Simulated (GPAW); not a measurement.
# CaHI (P4/nmm): one start, several treatments of the self-energy

Aim: compare treatments of exchange, screening and correlation for the gap of CaHI (P4/nmm).

Main program and level: GPAW 26.7.0; LDA and many-body steps on it, plane waves.

### Step 1. The starting structure

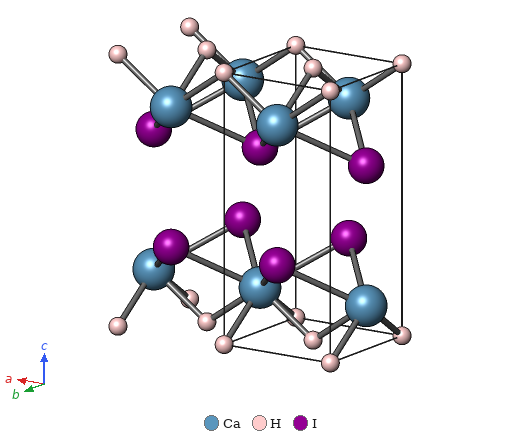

The starting structure, seen from a free direction (calcium blue, hydrogen pink, iodine purple). 2×1×1 cells are drawn. Some periodic images of atoms are drawn too.

Structure file:

```xyz
6
Lattice="4.0710 0.0000 0.0000 0.0000 4.0710 0.0000 0.0000 0.0000 8.9410" Properties=species:S:1:pos:R:3 pbc="T T T"
Ca    0.0000    2.0355    1.4306
Ca    2.0355    0.0000    7.5104
H     0.0000    0.0000    0.0000
H     2.0355    2.0355    0.0000
I     0.0000    2.0355    6.0352
I     2.0355    0.0000    2.9058
```

The cell and positions come from the Crystallography Open Database and are kept as given unless a step says otherwise. Spin-orbit coupling is left out unless a step names it.

### Step 2. Empty states on the mesh, 4×4×1 mesh, 508 bands

This step: GPAW 26.7.0; DFT, LDA, plane waves, PAW.

The sums over transitions need many empty states on a uniform mesh; this step solves for them.

The input, run.py:

```python
import json
import numpy as np
from gpaw.mpi import world
from gpaw import GPAW

calc = GPAW('gs.gpw').fixed_density(kpts={'size': (4, 4, 1), 'gamma': True},
    parallel={'domain': 1, 'band': 1},
    txt='nscf.txt')
calc.diagonalize_full_hamiltonian(nbands=508)
calc.write('full.gpw', mode='all')
res = {}
kpts = calc.get_ibz_k_points()
res['kpts'] = kpts
res['eigenvalues'] = [calc.get_eigenvalues(kpt=k) for k in range(len(kpts))]
res['n_electrons'] = calc.get_number_of_electrons()

if world.rank == 0:
    with open('result.json', 'w') as f:
        json.dump(res, f, default=lambda x: x.tolist())
```

Launch:

```bash
$ mpirun -n 4 gpaw python run.py
```

Numbers of over 12 decimals in the logs are rounded to 6 here.

The log of the run:

```text
Diagonalizing LCAO Hamiltonian
Converting LCAO to pw mode
convergence criteria:
- Maximum integral of absolute [eigenst]ate change: 4e-08 eV^2 / valence electron
maximum number of iterations: 100

SCF iterations
|iter     |     time |      energy | eigst |  dens |
|iter:   1|  |             | +1.32 |       |
|iter:   2|  |             | +0.47 |       |
|iter:   3|  |             | -0.35 |       |
[...]
|iter:  48|  |             | -4.39 |       |
|iter:  49|  |             | -4.46 |       |
[... further lines of this kind ...]
|iter:  84|  |             | -7.42c|       |
SCF steps: 84
  __  _  _
 | _ |_)|_||  |
 |__||  | ||/\| - 26.7.0

Input parameters:
  mode=PW(ecut=600.0),
  convergence={'density': 1e-06, 'bands': -3},
  gpts=array([24, 24, 54]),
  kpts=MonkhorstPack(size=(4, 4, 1), gamma=True),
  maxiter=100,
  nbands=27,
  occupations=Occupations(name='fermi-dirac', width=0.001, fixmagmom=False),
  parallel={'domain': 1, 'band': 1},
  xc=XC(name='LDA')
Matrix size: 4975x4975
# Writing to full.gpw (mode='all')
  [... matrices ...]

timing:  # [seconds]
  Total: 206.473  # ━━━━━━━━━━━━━━━━━━━━━━━━━━━━━━━━━━━━━━━━━━━━━━━━━━━━━━━━━
```

The job ended after 3.9 min (4 MPI ranks of Arm Neoverse V2, shared host; peak memory 7 GiB).

This step gave:

| Property | Result |
| --- | --- |
| gap | 3.149 eV |
| k of the valence top | 0, 0, 0 |
| k of the conduction bottom | 0.5, 0.5, 0 |
| least direct gap | 3.269 eV |
| k points computed | 6 |
| lowest point of the top converged band, above the valence top | 121.0378 eV |

On this mesh the gap is 3.149 eV.

### Step 3. G0W0, Godby-Needs plasmon pole

Now the one-shot GW correction: screening in the RPA, then the self-energy of the levels asked for.

This step: G0W0 on LDA, plane waves, PAW.

The input, run.py:

```python
import json
import numpy as np
from gpaw.mpi import world
from gpaw.response.g0w0 import G0W0

gw = G0W0('full.gpw',
    filename='gw',
    kpts=[0, 5],
    bands=(16, 20),
    ecut=78,
    nbands=231,
    integrate_gamma='WS',
    ppa=True)
gw.calculate()
res = {mode: {k: v for k, v in r.items() if k != 'sigma_eskwn'}
       for mode, r in gw.all_results.items()}

if world.rank == 0:
    with open('result.json', 'w') as f:
        json.dump(res, f, default=lambda x: x.tolist())
```

Launch:

```bash
$ mpirun -n 4 gpaw python run.py
```

The log of the run:

```text
Using integrator: PointIntegrator
FrequencyGridDescriptor(from 0.000+0.000j to 0.000+27.211j eV, 2 points)
Nonperiodic BCs:  [False False False]
Using integrator: PointIntegrator
FrequencyGridDescriptor(from 0.000+0.000j to 0.000+27.211j eV, 2 points)
Nonperiodic BCs:  [False False False]
  ___  _ _ _
 |   || | | |
 | | || | | |
 |__ ||_____|
 |___|

BZ k-points: Symmetries present (total): 8

  [... matrices ...]
16 k-points: 4 x 4 x 1 Monkhorst-Pack grid + [1/8,1/8,0.000000]
6 k-points in the irreducible part of the Brillouin zone
       k-points in crystal coordinates                weights
   0:     0.00000000    0.00000000    0.00000000          1/16
   1:     0.25000000    0.00000000    0.00000000          4/16
   2:     0.25000000    0.25000000    0.00000000          4/16
   3:     0.50000000    0.00000000    0.00000000          2/16
   4:     0.50000000    0.25000000    0.00000000          4/16
   5:     0.50000000    0.50000000    0.00000000          1/16

Distributing spins, k-points and bands (1 x 2 x 4) over 4 processes
Number of blocks: 1

Quasi particle states:
k-points (IBZ indices): [0, 5]
Band range: (16, 20)
  [... matrices ...]
Computational parameters:
Plane wave cut-off: 78 eV
Number of bands: 231
Coulomb cutoff: None
Broadening: 0.1 eV

fxc modes: GW
Kernel: RPA
Using Godby-Needs plasmon-pole approximation:
  Fitting energy: i*E0, E0 = 1.000 Hartree
Summing all q:

Calculating screened Coulomb potential
No Coulomb truncation
FrequencyGridDescriptor(from 0.000+0.000j to 0.000+27.211j eV, 2 points)
Removing empty qpoint cache files...

Calculating chi0 body with:
    Ground state adapter containing:
    Number of spins: 1
    Number of kpoints: 16
    Number of irreducible kpoints: 6
    Number of completely occupied states: 18
    Number of partially occupied states: 18
    Occupied states memory: 8.54296875 M / cpu

    Linear response parametrization:
    q_c: [0.0, 0.0, 0.0]
    Number of frequency points: 2
    Planewave cutoff: 78.0
    Number of bands: 231
    Number of planewaves: 229
    Broadening (eta): 1e-06
    comm.size: 4
    kncomm.size: 4
    blockcomm.size: 1

    Memory estimate of potentially large arrays:
        chi0_wGG: 1.600372 M / cpu
Integrating chi0 body.

Symmetries of q_c:
    Direct symmetries (Uq -> q): 8
    Indirect symmetries (TUq -> q): 8
In total 16 allowed symmetries.

  [... matrices ...]
6 groups of equivalent kpoints. 62.5% reduction.

Integral kind: response function
Integrating chi0 head and wings.

Symmetries of q_c:
    Direct symmetries (Uq -> q): 8
    Indirect symmetries (TUq -> q): 8
In total 16 allowed symmetries.

  [... matrices ...]
6 groups of equivalent kpoints. 62.5% reduction.

Integral kind: response function wings

Calculating chi0 body with:
    Ground state adapter containing:
    Number of spins: 1
    Number of kpoints: 16
    Number of irreducible kpoints: 6
    Number of completely occupied states: 18
    Number of partially occupied states: 18
    Occupied states memory: 8.54296875 M / cpu

    Linear response parametrization:
[... the further q-points ...]

Results:
f:      Occupation numbers
eps:     KS-eigenvalues [eV]
vxc:     KS vxc [eV]
exx:     Exact exchange [eV]
sigma:   Self-energies [eV]
dsigma:  Self-energy derivatives
Z:       Renormalization factors
qp:      QP-energies [eV]

k-point 0 (0): (0.000, 0.000, 0.000)                GW
band       f     eps     vxc     exx   sigma  dsigma       Z      qp
                                                                   GW
  16   1.000   1.956 -15.055 -17.533   1.695  -0.241   0.806   1.325
  17   1.000   2.460 -11.106 -13.424   1.390  -0.274   0.785   1.732
  18   0.000   5.729 -12.435  -6.500  -3.998  -0.232   0.812   7.302
  19   0.000   6.273 -11.159  -5.598  -3.972  -0.227   0.815   7.568

k-point 1 (5): (0.500, 0.500, 0.000)                GW
band       f     eps     vxc     exx   sigma  dsigma       Z      qp
                                                                   GW
  16   1.000   1.484 -10.937 -14.328   2.086  -0.293   0.774   0.475
  17   1.000   1.484 -10.937 -14.328   2.086  -0.293   0.774   0.475
  18   0.000   5.609 -10.090  -5.205  -3.713  -0.218   0.821   6.571
  19   0.000   5.609 -10.090  -5.205  -3.713  -0.218   0.821   6.571
```

Wall time 64 s (4 MPI ranks); peak memory 1.8 GiB.

This step gave:

| Quantity | Value |
| --- | --- |
| G0W0 gap on the points computed | 4.839 eV |
| least direct G0W0 gap on the computed points | 5.569 eV |
| Z at the valence top | 0.7849 |
| Z at the conduction bottom | 0.8208 |
| starting gap on the mesh | 3.149 eV |
| k of the valence top | 0, 0, 0 |
| k of the conduction bottom | 0.5, 0.5, 0 |

The gap on the mesh goes from 3.15 eV to 4.84 eV, a correction of +1.69 eV.

### Step 4. One-shot HSE06

This step: one-shot HSE06 levels on LDA orbitals, plane waves, PAW.

The input, run.py:

```python
import json
import numpy as np
from gpaw.mpi import world
from gpaw.hybrids.eigenvalues import non_self_consistent_eigenvalues

dft, vxc, vxc_hyb = non_self_consistent_eigenvalues('full.gpw', 'HSE06', 16, 20, kpt_indices=[0, 5])
res = {'dft': dft[0], 'hybrid': (dft - vxc + vxc_hyb)[0]}
if world.rank == 0:
    with open('hybrid.txt', 'w') as f:
        for k, e0, e1 in zip([0, 5], res['dft'], res['hybrid']):
            print(k, ' '.join(f'{x:9.4f}' for x in e0), '|', ' '.join(f'{x:9.4f}' for x in e1), file=f)

if world.rank == 0:
    with open('result.json', 'w') as f:
        json.dump(res, f, default=lambda x: x.tolist())
```

Launch:

```bash
$ mpirun -n 4 gpaw python run.py
```

The log of the run:

```text
IBZ(<points: 6, symmetries: 8>)
Occupied bands: 18
Transforming wave functions from IBZ to BZ: 0.023 seconds
Distributing wave functions and iFFT-ing to real space: 0.097 seconds
Calculating eigenvalues:
  k-points: 2
  Bands: 16-19 (inclusive)
  Seconds: 0.639 (wave-function broadcasting: 0.015 seconds)
HSE06-eigenvalue shifts:
  min: -0.720 eV
  ave: 0.178 eV
  max: 1.038 eV
```

Elapsed: 3.2 s, on 4 MPI ranks; peak memory 0.85 GiB; 12 s of CPU time.

Numbers from this step:

```
starting gap on the mesh                       : 3.149 eV
hybrid gap on the mesh                         : 4.462 eV
least direct hybrid gap on the computed points : 4.786 eV
```

[end of part 1 of 2]

[Paths, hosts, dates, memory and timing lines, banners, echoed tables and standing remarks are left out of the program output.]

[Logs are printed without paths, hosts, clocks, repeated set-up lines and the standing remarks that a program may print on its own settings, such as how far it seeks lower states.]

[Runs of the session that timed out or met a known fault of the program may be left out.]

[Hosts, paths, dates, database ids (printed as entryN), source tags and the programs' standing remarks are cut or masked in the printed files.]
